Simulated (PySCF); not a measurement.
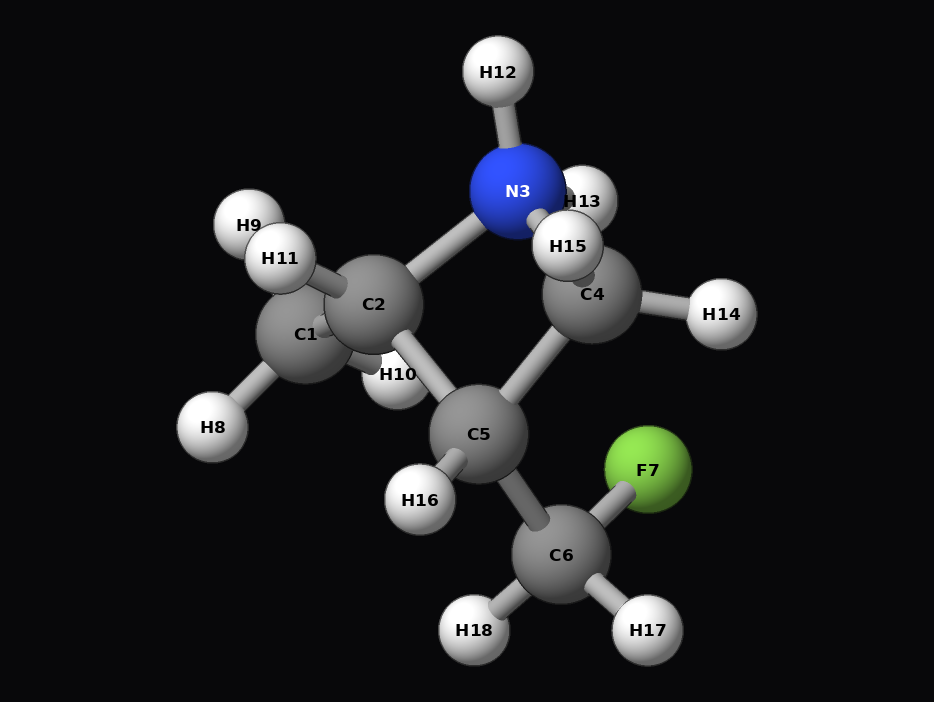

The species has charge +1 and is a spin singlet. Computed geometry: GFN2-xTB optimisation. No frequency run is at hand to confirm it as a minimum. Method: GIAO PBE0/pcSseg-1 NMR shielding, non-relativistic, gas phase (PySCF 2.14.0). Principal shieldings σ11 ≤ σ22 ≤ σ33, span Ω = σ33 − σ11, skew κ = 3(σiso − σ22)/Ω.

Give the shielding tensors of the N atoms.

```tsv
atom	σ11	σ22	σ33	σiso	Ω	κ
N3	177.4	190.4	214.2	194.0	36.8	0.30
```

Shieldings and span in ppm.
